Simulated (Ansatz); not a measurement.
Pressure series in Ti2CdC

Take Ti2CdC (space group P6_3/mmc, No. 194; a = 3.062 Å, c = 14.327 Å; a cell from a computed database, its experimental status unchecked) as the base.

Cell and atoms are relaxed at each pressure.

The values are results of PBEsol (Ansatz, a program for electronic structure; PAW; 420 eV plane waves; without spin-orbit coupling), not measurements.

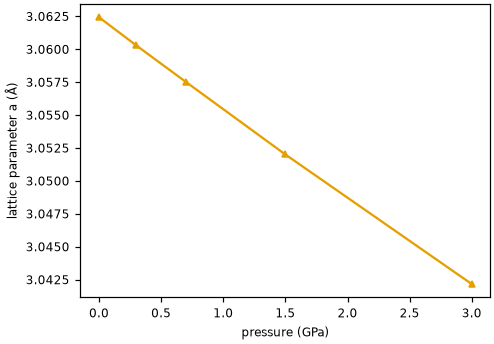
Fig. 1. Lattice parameter a against pressure

Task: From the plot, what is the lattice parameter a for pressure 0.3 GPa?

Result: About 3.060 Å.

Task: Is the trend monotonic over the range shown?

Result: Yes, it falls throughout, spanning 3.042 Å to 3.062 Å.

Load acts through the strain it causes; cell and atoms are relaxed under it. Whether these cells are dynamically stable was not tested. All final runs are without spin polarisation.
